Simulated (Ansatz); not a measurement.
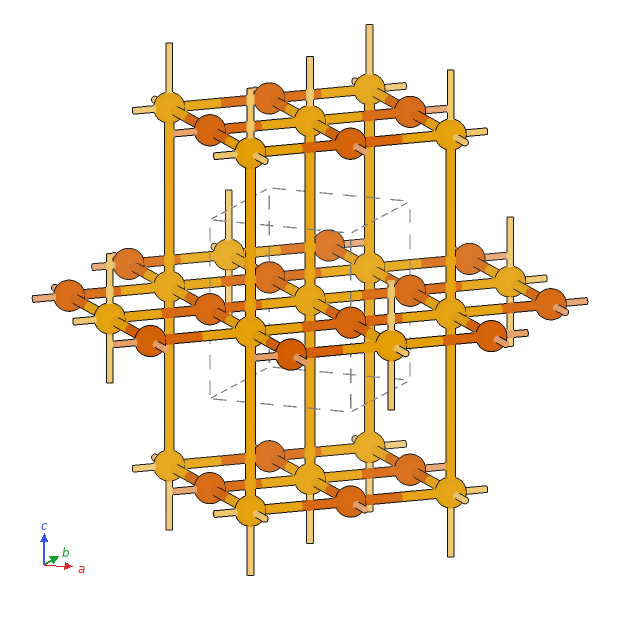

The picture shows a finite piece of the underlying net of a crystal structure, nodes on the atoms' positions. Nodes are coloured by topological kind. Edges to nodes outside the piece are drawn as stubs.

Q: Describe the net.

A: A binodal (4,6)-connected, three-periodic net.

Q: Give point symbol and coordination sequence of each kind of node.

A: 4-connected node: 4^4.6^2, sequence 4, 16, 38, 66, 102, 146; 6-connected node: 4^4.6^10.8, sequence 6, 18, 38, 66, 102, 146.

Where the net comes from. The compound is TaSF (space group P4/mmm, No. 123), taken as the geometry relaxed with DFT PBE, scalar-relativistic, plane waves, PAW in Ansatz; the starting structure was generated, so it need not be a known form of this composition. Bonds are taken as F–Ta below 2.3 Å and S–Ta below 2.8 Å; no other contact counts. Atoms with one bond or none are removed and atoms with two bonds are replaced by edges, until no such atom is left. S is a 4-connected node; Ta is a 6-connected node, in the ratio 1:1. F becomes part of the edges.
